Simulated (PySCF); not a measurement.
**C6H12N2Si: NMR shifts in solvents**

Aim: compute the NMR shifts of C6H12N2Si (`CC(C)c1nccn1[SiH3]`), and see what a dielectric continuum does where one was used.

Computed with PySCF 2.14.0, with density-fitted response routines of our own, on a single molecule, in the gas phase or a continuum. Atoms are numbered from 0 throughout.

### 1 Starting geometry

21 atoms, charge 0, multiplicity 1; geometry from: GFN2-xTB.

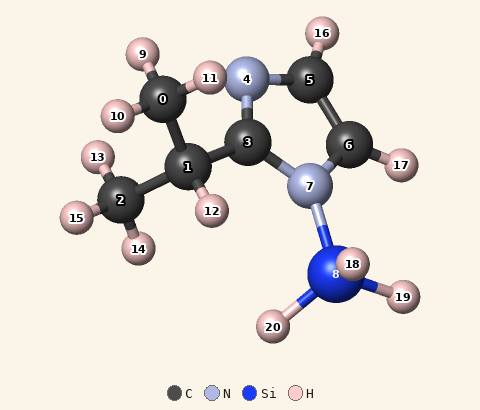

As it starts; carbon dark grey, nitrogen light blue, silicon blue, hydrogen pink, atoms numbered.

### 2 Geometry optimisation at PBE0-D3(BJ)/def2-SVP

Job settings and geometry (Å):

```
{"job": {"xc": "PBE0", "basis": "def2-SVP", "d3": "d3bj", "grid": 1, "kind": "geom"}, "charge": 0, "multiplicity": 1}
C     -2.193650    -0.322775     0.930364
C     -1.002453    -0.572429     0.007726
C     -1.457347    -0.646172    -1.452898
C     -0.000031     0.521699     0.159500
N     -0.291929     1.785803     0.257789
C      0.899301     2.445834     0.342839
C      1.918938     1.552971     0.291232
N      1.354357     0.300188     0.171819
Si     2.217943    -1.217612     0.071512
H     -2.628828     0.646079     0.703899
H     -2.946650    -1.095531     0.794326
H     -1.876220    -0.319828     1.970205
H     -0.523832    -1.521912     0.277190
H     -1.906952     0.299801    -1.743566
H     -0.612951    -0.844716    -2.109863
H     -2.191596    -1.438606    -1.579707
H      0.929531     3.512943     0.437304
H      2.980793     1.682796     0.331324
H      1.901342    -1.994882     1.269721
H      3.630667    -0.858918     0.019062
H      1.790646    -1.897790    -1.150250
```

The log of the run:

```text
step   0  E = -634.02251461  max force = 0.013039
step   1  E = -634.02607910  max force = 0.002740
step   2  E = -634.02610786  max force = 0.001937
step   3  E = -634.02606755  max force = 0.003461
step   4  E = -634.02611241  max force = 0.001018
step   5  E = -634.02612471  max force = 0.000841
step   6  E = -634.02613286  max force = 0.000320
optimisation converged
```

Wall time 1.9 min (1 thread, shared host).

Relaxation path: (the energy doesn't fall at every step)

| step | energy from step 0 (eV) | largest force component (eV/Å) |
| --- | --- | --- |
| 0 | 0.0000 | 0.6705 |
| 1 | -0.0970 | 0.1409 |
| 2 | -0.0978 | 0.0996 |
| 3 | -0.0967 | 0.1780 |
| 4 | -0.0979 | 0.0523 |
| 5 | -0.0982 | 0.0432 |
| 6 | -0.0985 | 0.0165 |

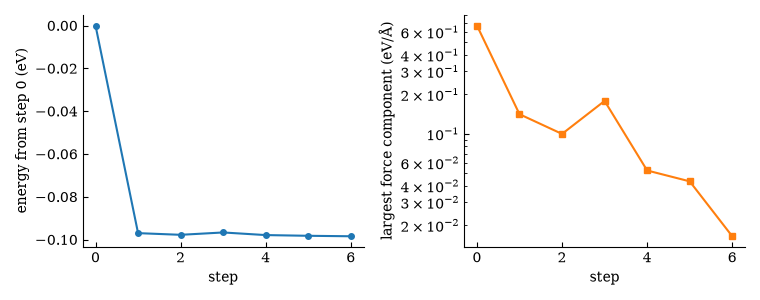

Energy and largest force along the relaxation.

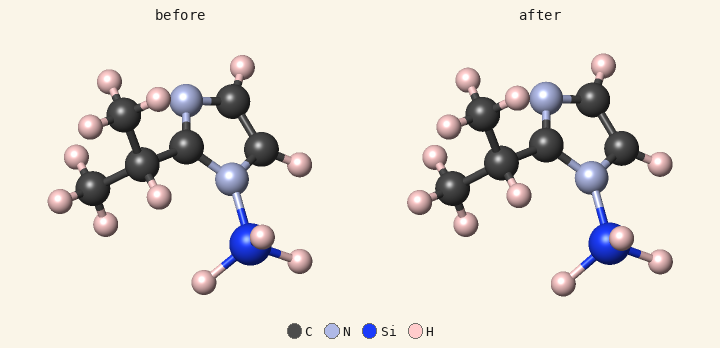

The geometry before (left) and after (right).

Close pairs (by a distance rule), those that changed most:

| bond | before (Å) | after (Å) | change (Å) |
| --- | --- | --- | --- |
| Si8–H19 | 1.458 | 1.488 | +0.029 |
| N7–Si8 | 1.749 | 1.777 | +0.028 |
| Si8–H20 | 1.462 | 1.490 | +0.027 |
| Si8–H18 | 1.463 | 1.490 | +0.027 |
| C5–H16 | 1.072 | 1.090 | +0.018 |
| C6–H17 | 1.071 | 1.088 | +0.017 |
| C0–H9 | 1.086 | 1.100 | +0.014 |
| C2–H13 | 1.087 | 1.101 | +0.014 |

The end geometry stands in the next job.

| at the end point | value |
| --- | --- |
| point group (found at 0.08 Å tolerance) | C1 |
| rotational constants (GHz, main isotopes) | 1.742, 1.243, 0.853 |
| dipole moment (D) | 3.00 |

### 3 Shielding tensors: PBE0/pcSseg-1 in benzene

Job settings and geometry (Å):

```
{"job": {"kind": "nmr", "xc": "PBE0", "basis": "pcSseg-1", "solvent": "benzene", "pop": true}, "charge": 0, "multiplicity": 1}
C     -2.354872    -0.052312     0.966577
C     -1.161082    -0.271360     0.043754
C     -1.592880    -0.375313    -1.420982
C     -0.153827     0.828542     0.211545
N     -0.442047     2.101347     0.313047
C      0.758337     2.755548     0.382848
C      1.791991     1.860460     0.319750
N      1.206553     0.607390     0.207027
Si     2.061009    -0.947885     0.113689
H     -2.812976     0.924771     0.754702
H     -3.111080    -0.838541     0.821357
H     -2.049044    -0.052874     2.023068
H     -0.674521    -1.224346     0.326343
H     -2.061139     0.568529    -1.739254
H     -0.734424    -0.565444    -2.083317
H     -2.320497    -1.189932    -1.560275
H      0.818080     3.839286     0.477897
H      2.871128     1.992134     0.349732
H      1.756112    -1.780315     1.311277
H      3.508796    -0.608211     0.069237
H      1.653590    -1.679824    -1.118024
```

With the program's defaults for keys left out, this is: GIAO PBE0/pcSseg-1 NMR shielding, non-relativistic, IEF-PCM benzene.

The log of the run:

```text
coarse grid: 17704 points
cycle   1  E = -634.1868303514  dE =  1.175e+00  |g| = 4.684e-01  |ddm| = 4.100e+00
cycle   2  E = -634.1455926030  dE =  4.124e-02  |g| = 6.467e-01  |ddm| = 1.062e+00
cycle   3  E = -634.2413101410  dE = -9.572e-02  |g| = 1.295e-01  |ddm| = 6.432e-01
cycle   4  E = -634.2446310202  dE = -3.321e-03  |g| = 4.287e-02  |ddm| = 1.225e-01
cycle   5  E = -634.2450294223  dE = -3.984e-04  |g| = 1.009e-02  |ddm| = 4.061e-02
cycle   6  E = -634.2450470798  dE = -1.766e-05  |g| = 4.375e-03  |ddm| = 1.002e-02
cycle   7  E = -634.2450511874  dE = -4.108e-06  |g| = 5.955e-04  |ddm| = 3.525e-03
final grid: 165624 points
cycle   8  E = -634.2950950834  dE = -4.485e-05  |g| = 8.066e-03  |ddm| = 3.428e-02
cycle   9  E = -634.2950901555  dE =  4.928e-06  |g| = 9.290e-03  |ddm| = 1.617e-02
cycle  10  E = -634.2951119140  dE = -2.176e-05  |g| = 9.254e-04  |ddm| = 8.769e-03
cycle  11  E = -634.2951121004  dE = -1.865e-07  |g| = 3.059e-04  |ddm| = 1.085e-03
cycle  12  E = -634.2951121221  dE = -2.164e-08  |g| = 7.870e-05  |ddm| = 3.221e-04
cycle  13  E = -634.2951121231  dE = -1.052e-09  |g| = 3.555e-05  |ddm| = 8.088e-05
cycle  14  E = -634.2951121234  dE = -2.685e-10  |g| = 9.699e-06  |ddm| = 3.518e-05
converged SCF energy = -634.2951121234

GIAO shielding tensors (ppm)
atom      isotropic    diamagn.    paramagn.     s11        s22        s33       span
  0 C      162.128     245.605     -83.477    146.637    156.920    182.828     36.191
  1 C      152.339     245.173     -92.834    143.999    152.145    160.873     16.874
  2 C      159.304     247.461     -88.157    146.255    148.874    182.782     36.527
  3 C       22.546     256.350    -233.804    -46.754     15.211     99.180    145.934
  4 N      -30.147     335.111    -365.257   -242.866    -93.325    245.751    488.617
  5 C       48.871     258.108    -209.237    -32.093     52.065    126.640    158.733
  6 C       57.801     251.840    -194.039    -25.085     72.227    126.261    151.347
  7 N       91.072     334.908    -243.836     -4.889     96.848    181.256    186.145
  8 Si     402.574     880.985    -478.411    372.671    383.931    451.120     78.449
  9 H       29.171      29.790      -0.619     24.554     28.395     34.564     10.010
 10 H       30.154      29.009       1.145     25.870     27.691     36.900     11.030
 11 H       29.985      29.816       0.168     25.865     27.684     36.405     10.540
 12 H       28.507      34.449      -5.942     23.615     28.027     33.879     10.265
 13 H       30.016      30.534      -0.518     26.104     28.873     35.070      8.966
 14 H       29.987      31.379      -1.392     24.951     29.525     35.484     10.533
 15 H       30.053      29.939       0.114     26.130     26.999     37.030     10.900
 16 H       24.127      30.466      -6.339     21.297     24.680     26.404      5.106
 17 H       24.409      30.198      -5.790     21.309     24.969     26.948      5.639
 18 H       26.212      29.952      -3.739     22.528     24.939     31.171      8.643
 19 H       26.214      29.127      -2.912     21.907     25.445     31.291      9.384
 20 H       26.178      30.352      -4.174     22.131     25.895     30.509      8.378
```

Run time: 41 s. Hardware: 1 thread, shared host.

Shifts follow as δ = σ(reference) − σ, with reference shieldings (ppm) from runs at the same level and on the same kind of geometry: 1H TMS 31.25, 13C TMS 184.9, 29Si TMS 351.9, 15N NH3 267.0. The references are single molecules in the same continuum, so shifts against H2O, NH3, PH3, H3PO4 or CFCl3 are not on the usual liquid scales and can be off by tens of ppm. Atoms listed in one row are averaged.

| atoms | environment | σ (ppm) | δ (ppm) |
| --- | --- | --- | --- |
| C3 | substituted aromatic carbon next to a ring nitrogen | 22.5 | 162.3 |
| C5 | aromatic CH next to a ring nitrogen | 48.9 | 136.0 |
| C6 | aromatic CH next to a ring nitrogen | 57.8 | 127.1 |
| C1 | sp3 CH on an aromatic ring | 152.3 | 32.5 |
| C0, C2 | methyl carbon | 160.7 | 24.2 |
| H16 | hydrogen on an aromatic CH next to a ring nitrogen | 24.13 | 7.13 |
| H17 | hydrogen on an aromatic CH next to a ring nitrogen | 24.41 | 6.85 |
| H18, H19, H20 | hydrogen on a silicon bonded to N | 26.20 | 5.05 |
| H12 | hydrogen on an sp3 CH on an aromatic ring | 28.51 | 2.75 |
| H9, H10, H11, H13, H14, H15 | hydrogen on a methyl carbon | 29.89 | 1.36 |
| N4 | pyridine-type nitrogen of an azole | -30.1 | 297.2 |
| N7 | pyrrole-type ring nitrogen | 91.1 | 176.0 |
| Si8 | silicon bonded to N, 3 H | 402.6 | -50.6 |

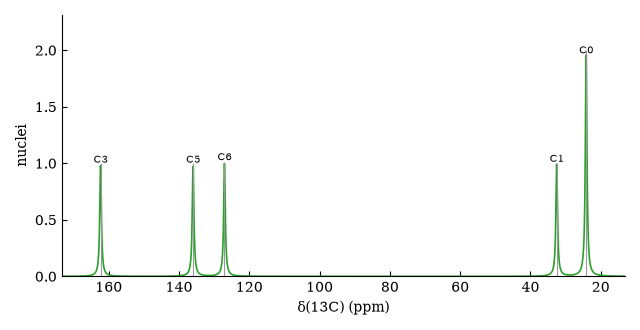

13C lines at the computed shifts, without couplings. Lines are broadened to a width of 0.55 ppm (Lorentzian).

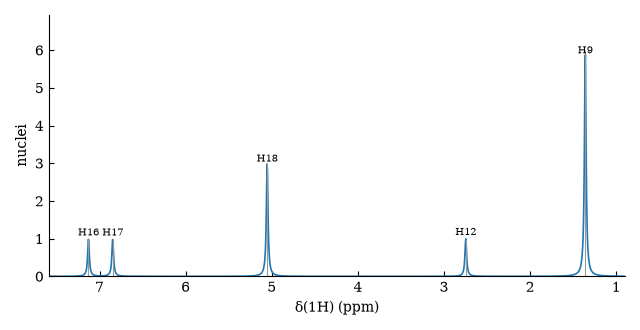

1H lines at the computed shifts, without couplings. Lines are broadened to a width of 0.02 ppm (Lorentzian).

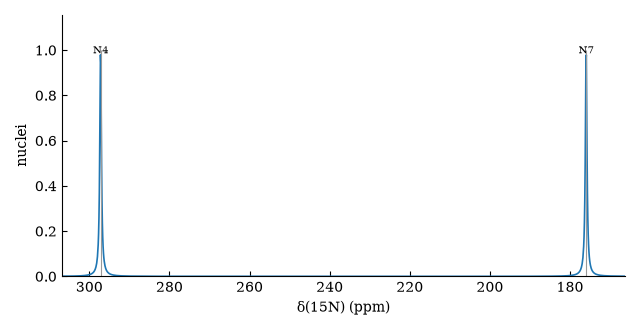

15N lines at the computed shifts, without couplings. Lines are broadened to a width of 0.48 ppm (Lorentzian).

The run also stored atomic charges by several schemes (e):

| atoms | Mulliken | IAO | Hirshfeld | ESP fit |
| --- | --- | --- | --- | --- |
| C0, C2 | -0.21 | -0.41 | -0.12 | -0.43 |
| C1 | -0.37 | -0.11 | -0.02 | 0.20 |
| C3 | 0.46 | 0.19 | 0.10 | 0.44 |
| N4 | -0.45 | -0.36 | -0.21 | -0.62 |
| C5 | -0.03 | -0.10 | -0.05 | 0.14 |
| C6 | 0.07 | -0.14 | -0.05 | -0.49 |
| N7 | -0.76 | -0.36 | -0.11 | -0.07 |
| Si8 | 0.61 | 0.72 | 0.38 | 0.44 |

Hirshfeld charges:

C0 -0.12; C1 -0.02; C2 -0.12; C3 0.10; N4 -0.21; C5 -0.05; C6 -0.05; N7 -0.11; Si8 0.38; H9 0.04; H10 0.04; H11 0.04; H12 0.04; H13 0.04; H14 0.04; H15 0.04; H16 0.05; H17 0.06; H18 -0.07; H19 -0.06; H20 -0.06

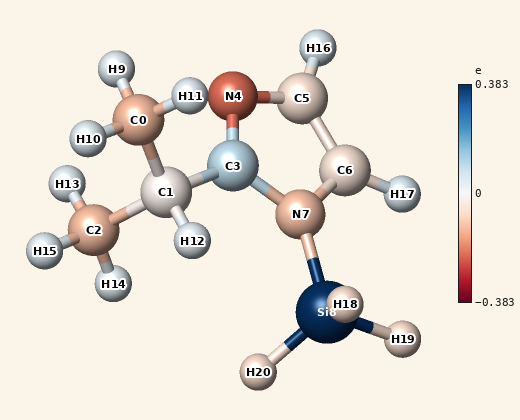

Hirshfeld charges, as colours on the atoms.

Mayer bond orders: C0–C1 1.04, C1–C2 1.02, C1–C3 0.99, C3–N4 1.59, N4–C5 1.33, C5–C6 1.59, C6–N7 1.11, N7–Si8 0.80, N7–C3 1.06.

Ring of atoms C3, N4, C5, C6, N7: NICS(0) -11.8, NICS(1) -10.9, NICS(1)zz -28.3 ppm (means of both faces).

### 4 Shielding tensors: PBE0/pcSseg-1 in tetrahydrofuran

Same as in step 3 but for these lines:

```diff
@@ -1,2 +1,2 @@
-{"job": {"kind": "nmr", "xc": "PBE0", "basis": "pcSseg-1", "solvent": "benzene", "pop": true}, "charge": 0, "multiplicity": 1}
+{"job": {"kind": "nmr", "xc": "PBE0", "basis": "pcSseg-1", "solvent": "tetrahydrofuran", "pop": false}, "charge": 0, "multiplicity": 1}
 C     -2.354872    -0.052312     0.966577
```

With the program's defaults for keys left out, this is: GIAO PBE0/pcSseg-1 NMR shielding, non-relativistic, IEF-PCM tetrahydrofuran.

The log of the run:

```text
coarse grid: 17704 points
cycle   1  E = -634.1936439721  dE =  1.168e+00  |g| = 4.586e-01  |ddm| = 4.100e+00
cycle   2  E = -634.1626349001  dE =  3.101e-02  |g| = 6.055e-01  |ddm| = 9.744e-01
cycle   3  E = -634.2457975722  dE = -8.316e-02  |g| = 1.165e-01  |ddm| = 5.605e-01
cycle   4  E = -634.2484172210  dE = -2.620e-03  |g| = 4.098e-02  |ddm| = 1.094e-01
cycle   5  E = -634.2487806959  dE = -3.635e-04  |g| = 9.214e-03  |ddm| = 3.725e-02
cycle   6  E = -634.2487953746  dE = -1.468e-05  |g| = 4.078e-03  |ddm| = 9.236e-03
cycle   7  E = -634.2487989317  dE = -3.557e-06  |g| = 5.574e-04  |ddm| = 3.231e-03
final grid: 165624 points
cycle   8  E = -634.2988235635  dE = -4.536e-05  |g| = 7.943e-03  |ddm| = 3.420e-02
cycle   9  E = -634.2988199527  dE =  3.611e-06  |g| = 8.911e-03  |ddm| = 1.545e-02
cycle  10  E = -634.2988399384  dE = -1.999e-05  |g| = 7.646e-04  |ddm| = 8.048e-03
cycle  11  E = -634.2988400594  dE = -1.210e-07  |g| = 2.881e-04  |ddm| = 8.787e-04
cycle  12  E = -634.2988400785  dE = -1.914e-08  |g| = 6.682e-05  |ddm| = 2.951e-04
cycle  13  E = -634.2988400793  dE = -8.049e-10  |g| = 2.911e-05  |ddm| = 7.351e-05
converged SCF energy = -634.2988400793

GIAO shielding tensors (ppm)
atom      isotropic    diamagn.    paramagn.     s11        s22        s33       span
  0 C      162.309     245.903     -83.595    146.975    156.856    183.095     36.120
  1 C      152.674     245.042     -92.368    143.754    152.784    161.484     17.730
  2 C      159.486     247.598     -88.113    146.715    148.708    183.035     36.320
  3 C       21.446     256.410    -234.964    -46.868     11.908     99.297    146.166
  4 N      -23.514     336.041    -359.555   -228.163    -88.824    246.446    474.609
  5 C       49.842     258.297    -208.455    -30.814     53.219    127.121    157.935
  6 C       56.559     251.403    -194.844    -26.703     69.625    126.755    153.458
  7 N       87.990     334.790    -246.799     -8.593     91.148    181.416    190.008
  8 Si     401.728     880.922    -479.194    371.977    382.945    450.263     78.287
  9 H       29.330      29.992      -0.662     24.736     28.591     34.663      9.927
 10 H       30.055      28.951       1.104     25.746     27.563     36.855     11.108
 11 H       29.980      29.854       0.126     25.860     27.660     36.420     10.560
 12 H       28.377      34.277      -5.900     23.440     27.881     33.811     10.371
 13 H       30.126      30.646      -0.520     26.206     29.005     35.167      8.961
 14 H       29.924      31.329      -1.405     24.862     29.445     35.464     10.602
 15 H       29.972      29.859       0.113     26.038     26.878     36.999     10.961
 16 H       24.121      30.468      -6.347     21.247     24.733     26.384      5.137
 17 H       24.227      30.048      -5.821     21.065     24.856     26.760      5.695
 18 H       26.191      29.880      -3.689     22.495     24.931     31.146      8.651
 19 H       26.161      29.016      -2.855     21.851     25.381     31.251      9.400
 20 H       26.148      30.273      -4.125     22.085     25.880     30.478      8.393
```

Wall time 35 s (1 thread, shared host).

Key values: δ C3 163.8, C5 135.4, C6 128.7, C1 32.6, H16 7.12, H17 7.02 ppm.

### 5 Run by run: NMR shifts

Shifts (ppm) of some atoms, chosen among heavy atoms and hydrogens apart, with basis size and wall time:

| run | C3 | C6 | H17 | H12 | N4 | N7 | Si8 | functions | time |
| --- | --- | --- | --- | --- | --- | --- | --- | --- | --- |
| PBE0/pcSseg-1 in benzene | 162.3 | 127.1 | 6.85 | 2.75 | 297.2 | 176.0 | -50.6 | 220 | 41 s |
| PBE0/pcSseg-1 in tetrahydrofuran | 163.8 | 128.7 | 7.02 | 2.87 | 291.6 | 180.1 | -49.9 | 220 | 35 s |

The continuum's effect on the ground state:

| solvent | ε | polarisation energy (Eh) | μ (D) |
| --- | --- | --- | --- |
| benzene | 2.27 | -0.0045 | 3.64 |
| tetrahydrofuran | 7.43 | -0.0093 | 4.19 |

### 6 Summary of results

```
                                                                        quantity                                value
                                                                     point group                                   C1
                                            rotational constants (main isotopes)                 1.74, 1.24, 0.85 GHz
13C shifts against TMS (PBE0/pcSseg-1, benzene, means over atoms taken as alike)  162.3, 136.0, 127.1, 32.5, 24.2 ppm
 1H shifts against TMS (PBE0/pcSseg-1, benzene, means over atoms taken as alike)     7.13, 6.85, 5.05, 2.75, 1.36 ppm
                                 15N shifts against NH3 (PBE0/pcSseg-1, benzene)                     297.2, 176.0 ppm
                                29Si shifts against TMS (PBE0/pcSseg-1, benzene)                            -50.6 ppm
                                                        range of the shift of N4                   291.6 to 297.2 ppm
```

**Reading.** Relaxing lowered the energy by 0.098 eV in 6 steps; the close pair that moved most is Si8–H19, from 1.458 to 1.488 Å. At PBE0/pcSseg-1: Shielding is most anisotropic at N4 (span 489 ppm, paramagnetic term -365 ppm). NICS(1)zz of -28 ppm above the planar ring from C3 marks a diatropic (aromatic) ring current. Across the 2 runs the shift of N4 moves most, between 291.6 (PBE0/pcSseg-1 in tetrahydrofuran) and 297.2 ppm (PBE0/pcSseg-1 in benzene). The continuum holds electrostatics alone: no hydrogen bonds to the solvent, and the gas-phase geometry is kept.
